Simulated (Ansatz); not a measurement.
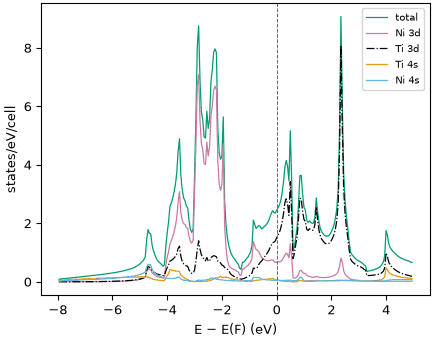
Figure. Total and projected density of states of TiNi (CsCl type, Pm-3m), r²SCAN (plane waves, PAW; program Ansatz)

Which orbitals carry the states next to the Fermi level?

Within 0.5 eV of the Fermi level: Ti 3d 61 %, Ni 3d 28 %, outside the projected shells 7 %. Projections are on Löwdin-orthogonalised atomic valence shells; empty p or d shells of many metals are not among them.

Where is the tallest occupied peak in this window, and what makes it?

Near -2.8 eV, about 8.8 states/eV per cell; the largest projected share is Ni 3d.

The first step of the workflow began from a Materials Project structure, measured or hypothetical; the Crystallography Open Database copy checked does not list it. COD files the formula under space group No. 11, 147, so this cell is another polymorph or a model. With Ti and Ni taken as one species the cell has the higher symmetry Im-3m, so it may be an ordered model of a mixed-site phase. Whether it is the stable phase at ambient conditions was not checked. Symmetry was held in the r²SCAN relaxation; of distortions, only those at the zone centre were tested. The run is not spin-polarised.

Potentials: the later of the program's two PAW sets.
